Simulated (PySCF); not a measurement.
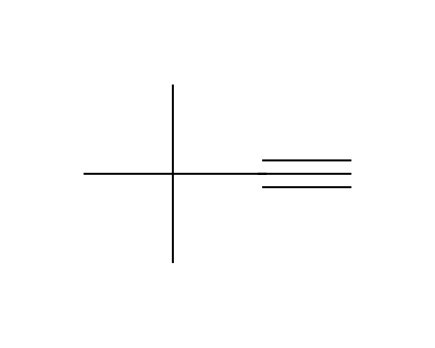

> Give its SMILES.

C#CC(C)(C)C

> Give the formula, hydrogens included.

C6H10.

> An optimisation with GFN2-xTB gave a structure of which point group?

C3v.

More results for the same structure follow; atom numbers are the same in all pictures, views and colours differ. Computed geometry: GFN2-xTB optimisation. No frequency run is at hand to confirm it as a minimum.

Geometry

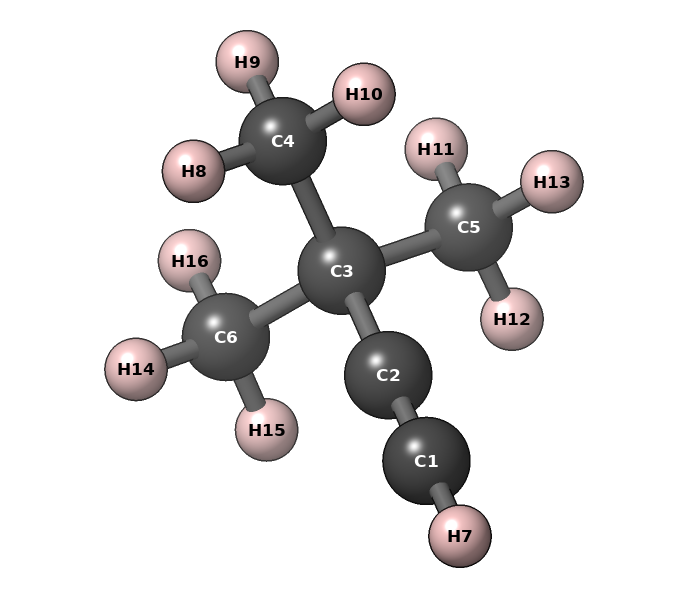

Atoms carry their numbers in the input. No frequency run is at hand to confirm it as a minimum.

Which atoms are bonded, and how long are the bonds?

| bond | length (Å) | order |
| --- | --- | --- |
| C1–C2 | 1.196 | triple |
| C1–H7 | 1.049 | single |
| C2–C3 | 1.457 | single |
| C3–C4 | 1.533 | single |
| C3–C5 | 1.533 | single |
| C3–C6 | 1.533 | single |
| C4–H8 | 1.088 | single |
| C4–H9 | 1.088 | single |
| C4–H10 | 1.088 | single |
| C5–H11 | 1.088 | single |
| C5–H12 | 1.088 | single |
| C5–H13 | 1.088 | single |
| C6–H14 | 1.088 | single |
| C6–H15 | 1.088 | single |
| C6–H16 | 1.088 | single |

NMR shielding

The questions are on isotropic NMR shieldings of the H atoms. No frequency run is at hand to confirm it as a minimum. Properties computed with GIAO PBE0/pcSseg-1 NMR shielding, non-relativistic, gas phase (PySCF 2.14.0).

Give the isotropic NMR shieldings of the H atoms atom by atom.

```
atom  σ (ppm)
  H7    30.18
  H8    30.26
  H9    30.74
 H10    30.26
 H11    30.74
 H12    30.26
 H13    30.26
 H14    30.25
 H15    30.25
 H16    30.73
```

Electronic properties

No frequency run is at hand to confirm it as a minimum. Method: PBE0/def2-SVPD, gas phase (PySCF 2.14.0). Excitations: vertical, linear response.

Computed properties:

- dipole moment: 0.72 D
- HOMO energy (Kohn–Sham orbital): −7.70 eV
- LUMO energy (Kohn–Sham orbital): 0.67 eV
- HOMO–LUMO gap: 8.38 eV
- mean static polarisability: 70.8 bohr³
- lowest vertical singlet excitation: 6.82 eV
- its oscillator strength: 0.000
- brightest of the 6 lowest singlets: 7.32 eV
- its oscillator strength: 0.06

Charges

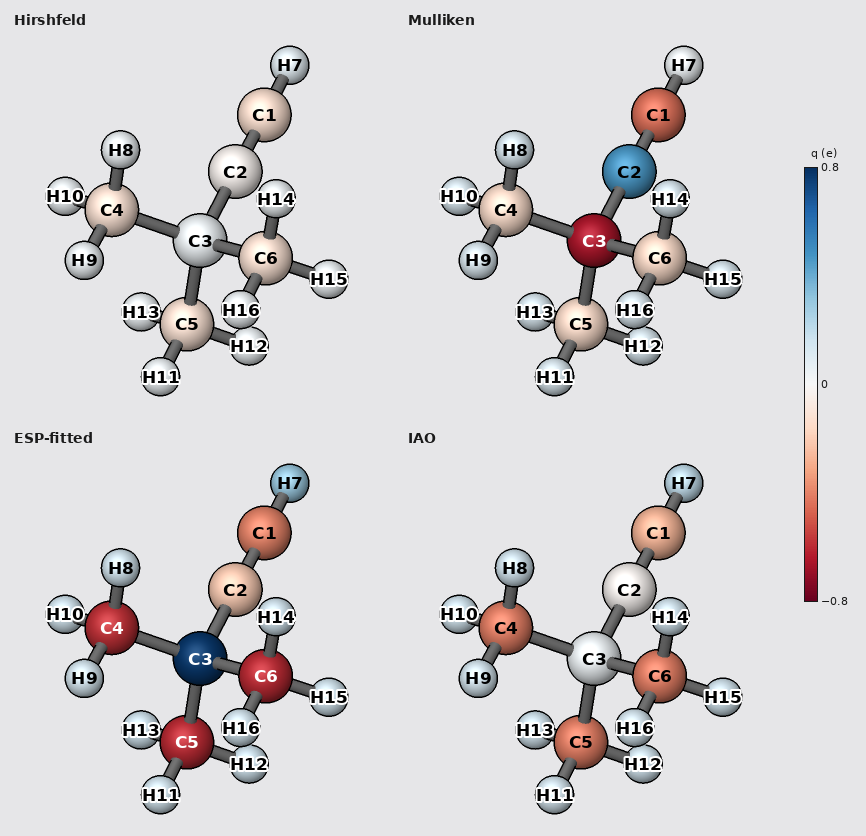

Atomic charges of one calculation by 4 schemes, on one colour scale. No frequency run is at hand to confirm it as a minimum. Method: PBE0/pcSseg-1 (PySCF 2.14.0).

> Which scheme gives the most polar picture (largest mean size of the charges)?

The ESP-fitted charges are the largest in size here, and the Hirshfeld charges the smallest.

> On which atom do the schemes disagree most?

On C3 (from −0.65 to 0.78 e).

List the charges (e), one line for each set of equivalent atoms.

```csv
atom,Hirshfeld,Mulliken,ESP-fitted,IAO
C1,−0.13,−0.44,−0.40,−0.27
C2,−0.03,0.46,−0.20,−0.03
C3,0.04,−0.65,0.78,0.04
"C4, C5, C6",−0.11,−0.14,−0.59,−0.41
H7,0.09,0.03,0.29,0.20
"H8, H10, H12…",0.04,0.12,0.15,0.14
"H9, H11, H16",0.04,0.11,0.14,0.14
```

Mulliken values depend strongly on the basis set and can even reverse the polarity of a bond.
